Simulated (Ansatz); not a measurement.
```
K Mg Br
1.0
     5.26732    0.00000    0.00000
     0.00000    5.26732    0.00000
     0.00000    0.00000    5.26732
K Mg Br
1 1 3
Direct
  0.00000 0.00000 0.00000
  0.50000 0.50000 0.50000
  0.50000 0.50000 0.00000
  0.50000 0.00000 0.50000
  0.00000 0.50000 0.50000
```

Space group Pm-3m; started from the cubic perovskite prototype, which need not be the ambient phase.

Method: Ansatz, DFT, r2SCAN+rVV10, plane waves, PAW.

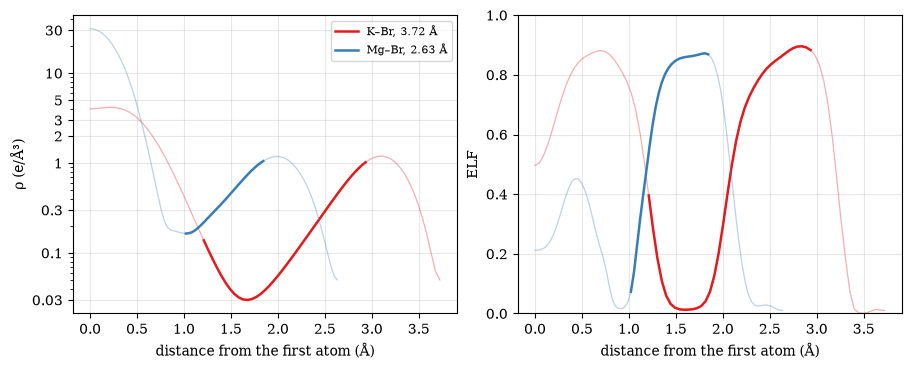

KMgBr₃. Valence electron density and electron localisation function along straight lines between neighbouring atoms. Thin, pale parts lie inside the atomic spheres.

In a PAW calculation such maps are meaningful between the atoms, not at the nuclei.

### What can be read from the curves?

K–Br (3.72 Å): ρ is about 0.04 e/Å³ halfway, with its minimum of 0.03 e/Å³ about 1.7 Å from K; the ELF is about 0.05 at the midpoint; a largely ionic contact.
Mg–Br (2.63 Å): the density is about 0.29 e/Å³ at the midpoint; the ELF is about 0.75 at the midpoint: a closed-shell, largely ionic contact.
